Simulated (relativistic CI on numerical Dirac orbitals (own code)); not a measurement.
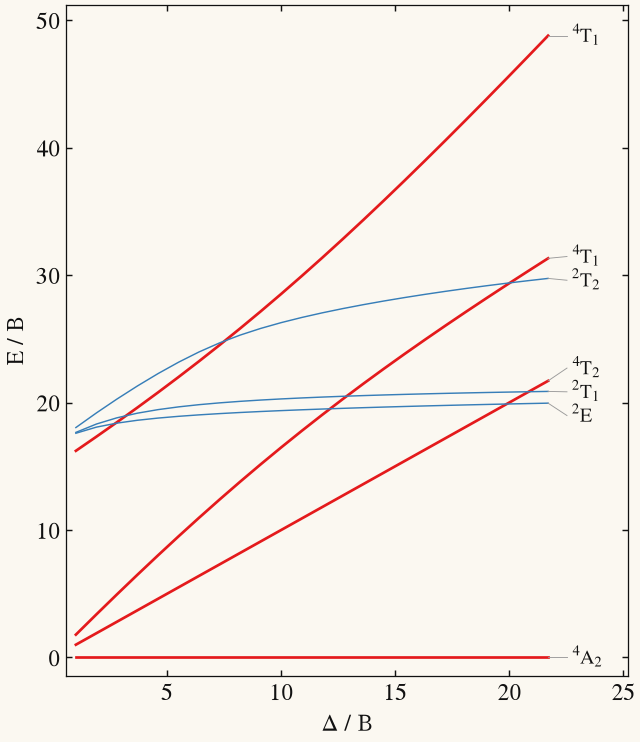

Term energies above the ground term against the cubic field splitting, with B = 1,130 cm⁻¹, C = 4,780 cm⁻¹. Parametric ligand-field model of a d shell (Racah B and C, crystal field, no spin-orbit coupling), computed by exact diagonalisation. Parity subscripts are left off.

Question: Which d count and geometry does this diagram belong to?

Answer: d⁷ in a tetrahedral field (d³ in an octahedral field gives the same diagram). The ground term is ⁴A₂ over the whole range. At Δ/B = 19.0 the lowest spin-allowed transitions from ⁴A₂ go to ⁴T₂ at 21,500 cm⁻¹ (466 nm), ⁴T₁ at 31,900 cm⁻¹ (314 nm) and ⁴T₁ at 49,500 cm⁻¹ (202 nm).
